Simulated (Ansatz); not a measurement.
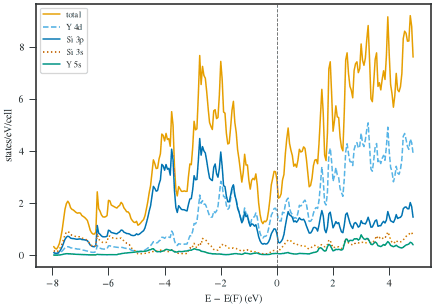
Total and projected density of states of Y3Si5 in space group P-62m (No. 189; Y on 3f, Si on 2d, Si on 3g), PBEsol (plane waves, PAW; program Ansatz)

Q: Which orbitals carry the states next to the Fermi level?

A: Within 0.5 eV of the Fermi level: Y 4d 52 %, Si 3p 30 %, Si 3s 9 %, outside the projected shells 6 %. Projections are on Löwdin-orthogonalised atomic valence shells; empty p or d shells of many metals are not among them.

Q: Where is the tallest occupied peak in this window, and what makes it?

A: Near -2.8 eV, about 7.7 states/eV per cell; the largest projected share is Si 3p.

The start of the workflow was typed in or built on a structure type; neither database checked (COD, Materials Project) lists it. Whether it is the stable phase at ambient conditions was not checked. The PBEsol relaxation kept the symmetry of its start; of distortions, only those at the zone centre were tested. No spin polarisation was allowed. Spin–orbit coupling is left out wherever it is not named.

Potentials: the later of the program's two PAW sets.
